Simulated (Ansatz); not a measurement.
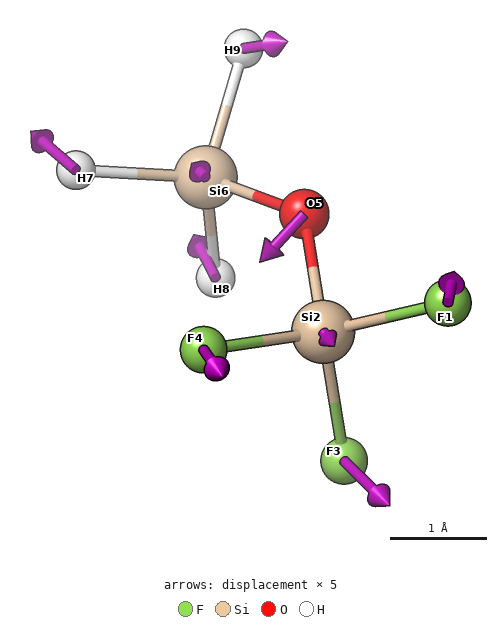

This is a relaxation of Si$_{2}$H$_{3}$OF$_{3}$ (coarse preliminary run). The starting structure is drawn; purple arrows show the displacements, 5 times their true length. The two geometries are superimposed by the best rigid fit.

Style: ball-and-stick. Shown from a free direction.

The start comes from a force field.

All numbers below come from Ansatz 0.2.0, RKS PBE-D4/def2-SVP. (force threshold 0.03 eV/Å; at most 200 steps)

Q: Describe the change and its energy.

A: After 5 geometry steps the energy has fallen by 19.0 kJ/mol. Largest force component: 2.5 eV/Å at the start, 0.018 eV/Å at the end. The atom that moves furthest after the best rigid fit is F3 (0.20 Å). Largest moves by element: F 0.20 Å, H 0.18 Å, O 0.14 Å, Si 0.07 Å. Among the contacts that change: Si2–F4 1.549 → 1.611 Å, F1–Si2 1.667 → 1.608 Å, Si6–H7 1.464 → 1.502 Å, Si6–H9 1.524 → 1.498 Å. Bond angles that change, for instance: Si2–O5–Si6 136.9° → 147.2°, F3–Si2–O5 109.0° → 111.5°, F1–Si2–F3 110.7° → 108.2°. Cost: 8 s on 4 threads of Arm Neoverse V1, with other jobs on the host.
